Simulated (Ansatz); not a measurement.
The structure below was relaxed with Ansatz (an electronic-structure program), r2SCAN, PAW, cutoff 500 eV, no spin-orbit coupling, earlier PAW set.

```xyz
6
Lattice="-2.0735 2.0735 5.3212 2.0735 -2.0735 5.3212 2.0735 2.0735 -5.3212" Properties=species:S:1:pos:R:3 pbc="T T T"
Cd     0.0000     0.0000     5.3212
Cd     2.0735     0.0000     2.6606
O      0.0000     0.0000     3.2605
O      2.0735     0.0000     0.5999
O      2.0735     0.0000     4.7213
O      0.0000     0.0000     7.3819
```

Task: Find the space group and the Wyckoff positions.

Result: Space group I4₁/amd, origin choice 1 (No. 141); a = 4.147 Å, b = 4.147 Å, c = 10.642 Å, α = 90.00°, β = 90.00°, γ = 90.00°

```csv
atom,site,symmetry,x,y,z
Cd,4b,-4m2,0.0000,0.0000,0.5000
O,8e,2mm.,0.0000,0.0000,0.3064
```

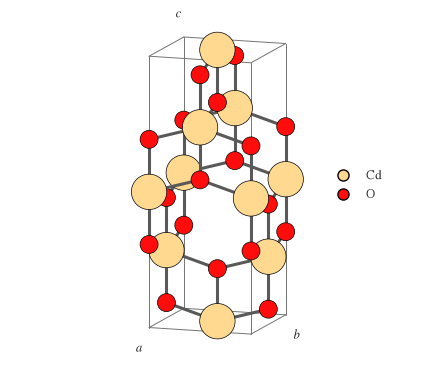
*The conventional cell*

No phonon test of stability was made. All final runs are without spin polarisation. The cell was made from TiO2 by this change: Ti → Cd; the result is a hypothetical phase, not in the database extracts checked.
